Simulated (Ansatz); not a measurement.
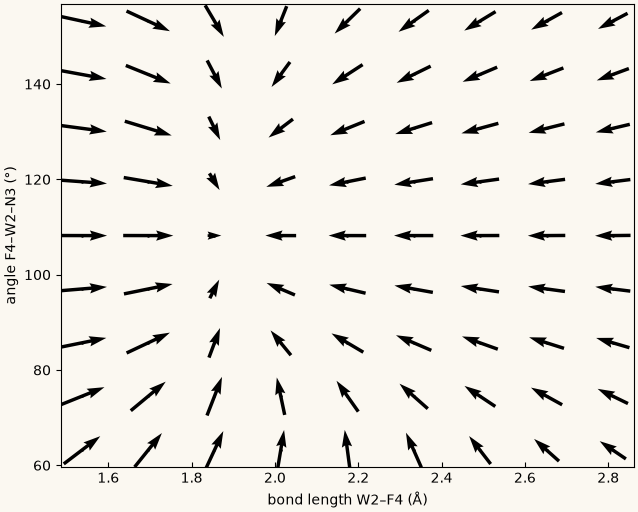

ClFH₂N₂W, SMILES [NH]=[W](=[NH])([F])[Cl]. 
- The first coordinate is: bond length W2–F4; the second: angle F4–W2–N3.
- Nothing is relaxed (all other coordinates rigid).
- Grid: 9 × 9 points.
- Points are written as (first, second).
- The reference is spin-restricted, which grows unreliable where a bond is stretched far.
- These are results of RKS CAM-B3LYP-D4/def2-SVP in Ansatz, not measurements.

In the figure: dots at the grid points, arrows along the force (downhill), their lengths compressed.

The arrows alone are given. Where is the energy lowest?

The arrows converge at about (1.873 Å, 108°) (read from the interpolated surface).

The energy map of the same scan:

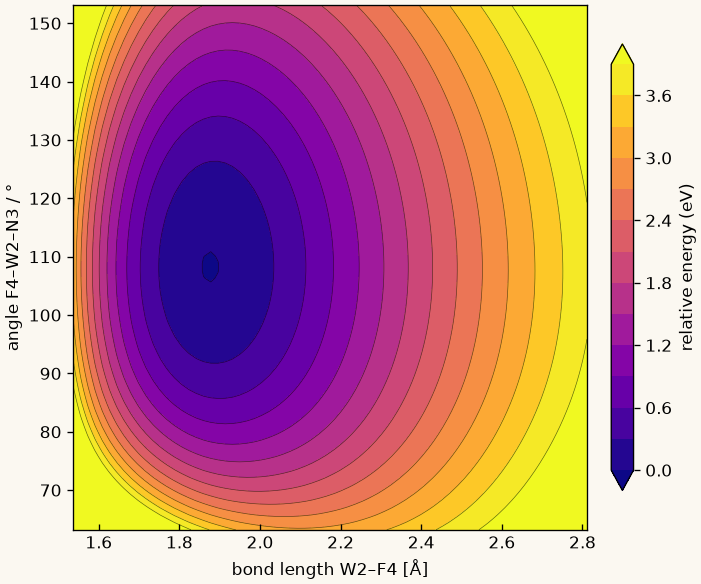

Energies are in eV, from the lowest grid point; between grid points the surface is interpolated.
